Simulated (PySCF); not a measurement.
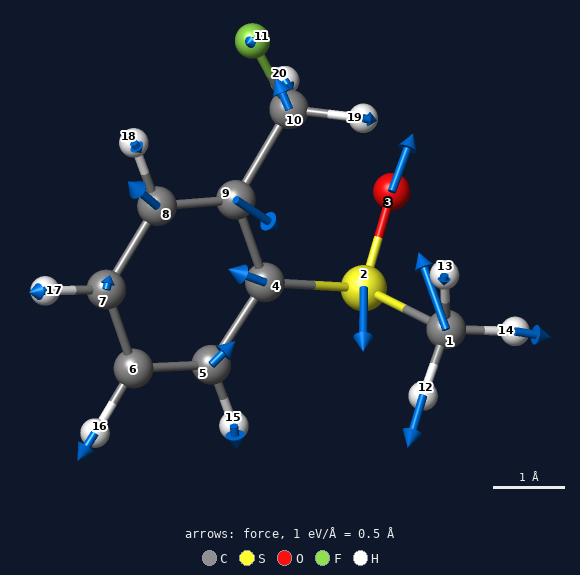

Starting geometry of C8H9FOS with the computed forces as blue arrows. The picture is a ball-and-stick view, seen at a tilt.

The start comes from GFN2-xTB. Its atoms were then displaced at random by about 0.01 Å.

Theory: PySCF 2.14.0, density-fitted response routines, PBE0-D3(BJ)/def2-SVP geometry optimisation, gas phase. 

> What follows when this structure is relaxed?

It isn't relaxed: the largest force vector, on C1, is 2.38 eV/Å. The final displacements have little in common with the starting forces (cosine between the two patterns 0.23). The atom that moves furthest after the best rigid fit is H12 (0.14 Å). Largest moves by element: H 0.14 Å, C 0.10 Å, S 0.07 Å, O 0.05 Å, F 0.05 Å. Near-neighbour distances that change, for instance: C1–S2 1.877 → 1.819 Å, C1–H12 1.055 → 1.099 Å, S2–O3 1.468 → 1.504 Å, C1–H14 1.068 → 1.099 Å. Bond angles that change, for instance: C1–S2–C4 93.0° → 96.8°, F11–C10–H20 106.1° → 109.6°, S2–C1–H13 106.4° → 109.4°. The energy falls by 22.3 kJ/mol in 6 geometry steps.
